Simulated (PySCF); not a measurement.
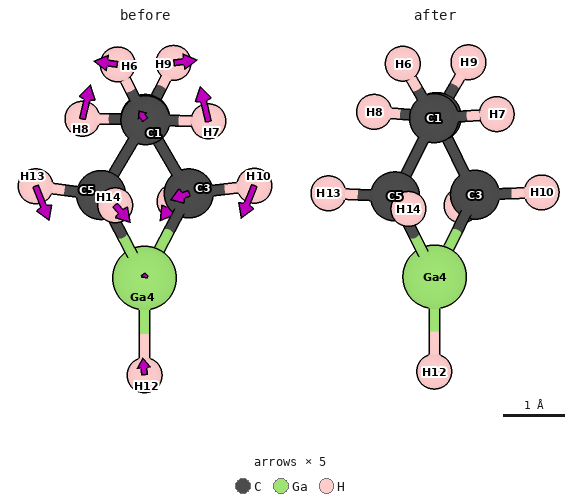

The structure of C₄H₉Ga before (left) and after (right) a relaxation, at one scale. The purple arrows give the displacements, 5 times their true length.

A ball-and-stick model, seen from a free direction.

The start comes from GFN2-xTB.

The calculation used PBE0-D3(BJ)/def2-SVP geometry optimisation, gas phase in PySCF 2.14.0, density-fitted response routines. 

Describe what moved and what it gained.

The atom that moves furthest after the best rigid fit is an H atom (0.13 Å). Largest moves by element: H 0.13 Å, C 0.07 Å, Ga 0.02 Å. Some distances before and after: C–Ga 2.051 → 1.985 Å, Ga–H 1.608 → 1.568 Å, C–H 1.095 → 1.107 Å. Bond angles that change, for instance: Ga–C–H 113.0° → 108.0°, C–C–Ga 98.2° → 101.7°, C–C–H 111.2° → 113.5°. After 6 geometry steps the energy has fallen by 12.8 kJ/mol. Largest force component: 0.96 eV/Å at the start, 0.01 eV/Å at the end.
